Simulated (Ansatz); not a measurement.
**C6H9ClFNTi: density, localisation and related maps**

The calculation's input:

```
crystal:
  periodic: [false, false, false]
  atoms:
    - {symbol: C, position_ang: [0.524015, 1.468467, -1.597795]}
    - {symbol: Ti, position_ang: [-0.108947, -0.311280, -0.709524]}
    - {symbol: N, position_ang: [1.423973, -1.381956, -0.779506]}
    - {symbol: Cl, position_ang: [-1.570162, -1.056901, -2.231533]}
    - {symbol: C, position_ang: [-1.736598, 0.137300, 0.881433]}
    - {symbol: C, position_ang: [-0.750147, 1.134069, 1.016730]}
    - {symbol: C, position_ang: [0.438816, 0.522384, 1.473829]}
    - {symbol: C, position_ang: [0.151893, -0.838775, 1.632987]}
    - {symbol: F, position_ang: [1.022189, -1.747606, 2.056412]}
    - {symbol: C, position_ang: [-1.168442, -1.106565, 1.243533]}
    - {symbol: H, position_ang: [0.908347, 1.154035, -2.575782]}
    - {symbol: H, position_ang: [1.315698, 1.994003, -1.061183]}
    - {symbol: H, position_ang: [-0.318784, 2.146569, -1.760699]}
    - {symbol: H, position_ang: [1.733706, -1.690138, -1.694384]}
    - {symbol: H, position_ang: [1.991885, -1.804785, -0.060213]}
    - {symbol: H, position_ang: [-2.741445, 0.280849, 0.515282]}
    - {symbol: H, position_ang: [-0.870254, 2.182780, 0.797990]}
    - {symbol: H, position_ang: [1.394096, 0.993930, 1.643084]}
    - {symbol: H, position_ang: [-1.639859, -2.076401, 1.209357]}
basis:
  gaussian: {orbitals: def2-TZVPP}
hamiltonian: {xc: pbe0, dispersion: d4}
output: {orbitals: {seedname: orbitals}}
```

Run with:

```sh
ansatz run in.yaml --threads 4 --pin off --events-out ev --progress --plain --max-ram 41984MiB --backend cuda --devices 0, --max-vram 37GiB
```

Geometry: PBE0-D4/def2-TZVP.

These are results of RKS PBE0-D4/def2-TZVPP in Ansatz, not measurements.

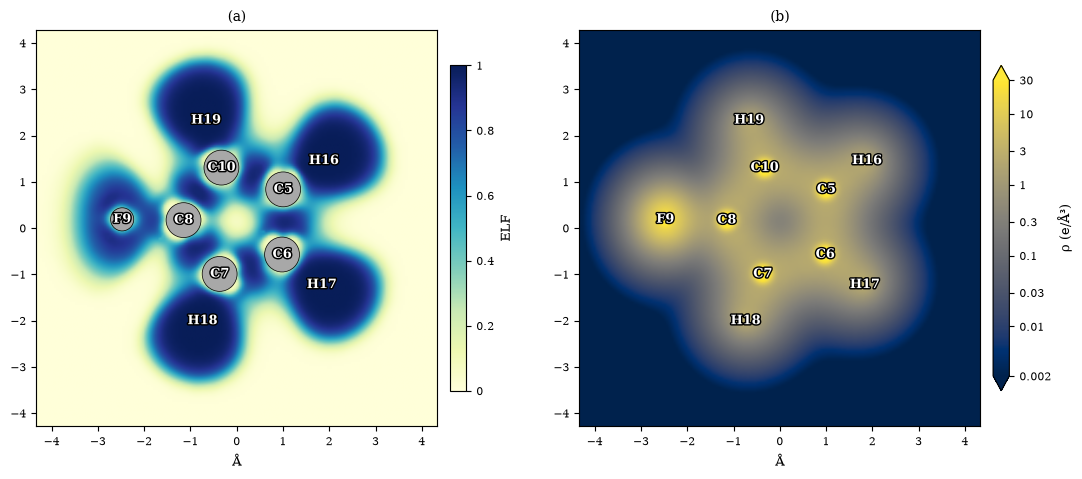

Figure 1. (a) ELF; (b) total electron density on the plane of atoms C8, C7 and H18. Grey discs cover the atomic cores in the ELF map.

Interpret the plot.

Answer.
- The plane passes through C, F and H nuclei.
- C–F (1.33 Å): ρ at the midpoint is about 2.4 e/Å³; the ELF peaks at about 0.85 between the atoms; a shared but strongly polarised pair.
- C–C (1.40 Å): ρ is about 2.1 e/Å³ halfway; the ELF peaks at about 0.95 between the atoms: localised, covalent bonding.
- The ELF also peaks beside F9, away from the bonds: lone-pair regions.

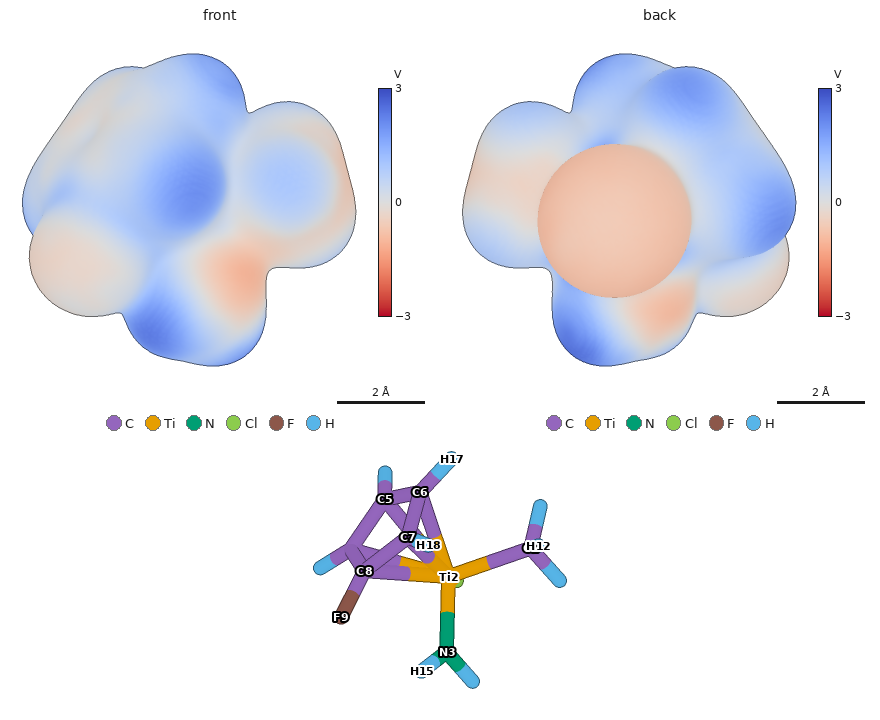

Figure 2. The molecular electrostatic potential painted on the density surface at 0.004 e/bohr³, seen from the front and from behind; red is negative and blue positive. The bare structure is drawn below in the same view.

Where is the surface potential most negative and most positive?

Answer. The most negative region (about −0.9 V) lies over N3, the most positive (about +2.3 V) over Ti2, H14 and H15.

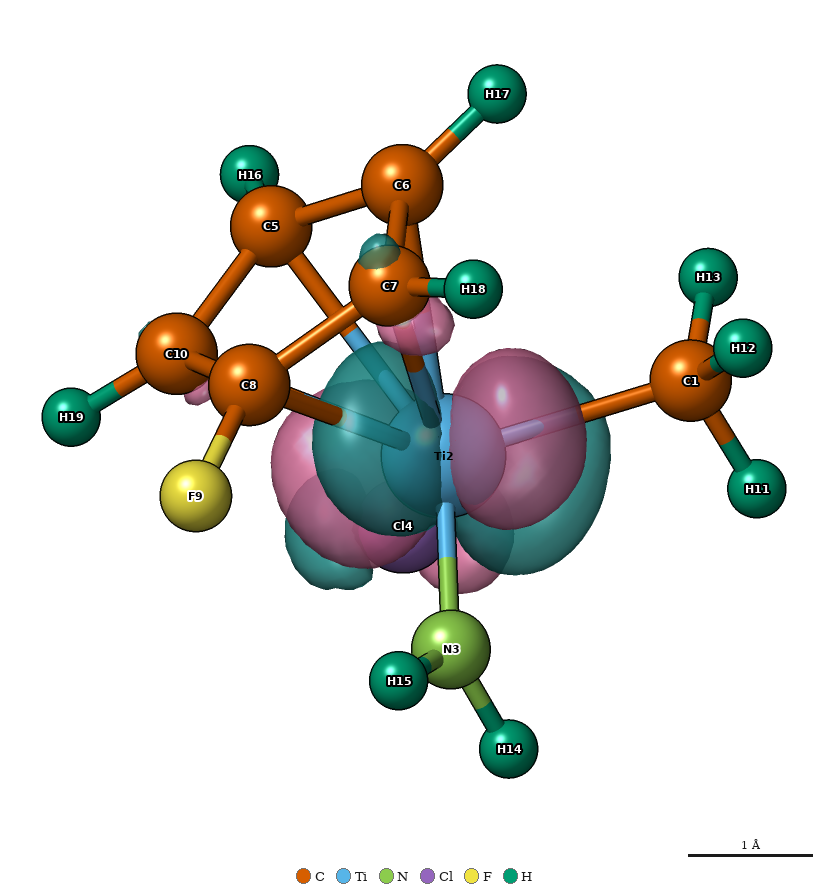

Figure 3. The LUMO at ±0.15 Å⁻³ᐟ² (teal and pink are the two phases), seen at a tilt.

What is the character of this orbital?

Answer. Its weight (Hirshfeld) is mainly on Ti2 (about 70 %) and Cl4 (about 10 %). Its energy is −1.70 eV.
